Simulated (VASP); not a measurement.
Band structure of AuAl$_{2}$ (fluorite). Calculation: vdW-DF2, VASP's PBE PAW potentials (set 64) (plane waves; VASP).

Unless said otherwise, spin-orbit coupling is left out, though it shifts the bands of the heavy elements here.

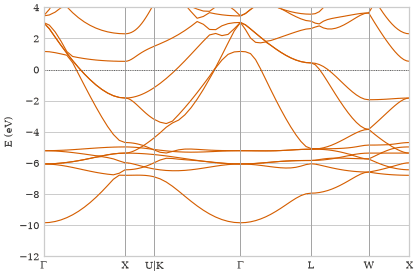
Fig. 1. Bands along high-symmetry lines, zero at the valence-band maximum or, without a gap, the Fermi level

Task: Read the plot: is there a gap, and where are the band edges?

Result: It has no gap at this level: it comes out as a metal or semimetal. (Edges off the drawn lines would not show.)

The compound is AuAl2 in the fluorite structure. It was relaxed first, which changed the volume by +11 %. The electron count is odd and the run is not spin-polarised, which forces a metal.
